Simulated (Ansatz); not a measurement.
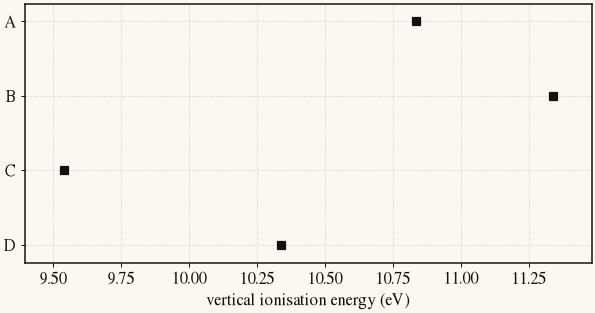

Vertical ionisation energy of C₂H₄O₂, SMILES O=CCO, taken as the energy of the cation less that of the neutral at fixed geometry (unrestricted doublet cation, cores frozen in correlated methods, no spin-orbit coupling), the Ansatz code 0.2.0, at a PBE0-D4/def2-TZVP geometry (a minimum by its frequencies).

**The letters stand for B2PLYP/def2-TZVPP, HF/def2-TZVPP, MP2/def2-TZVPP and r2SCAN-D4/def2-TZVPP. Which is which?**

A: B2PLYP/def2-TZVPP (10.83 eV); B: MP2/def2-TZVPP (11.34 eV); C: HF/def2-TZVPP (9.54 eV); D: r2SCAN-D4/def2-TZVPP (10.34 eV).

Limits of at least one run: one conformer of a flexible molecule.
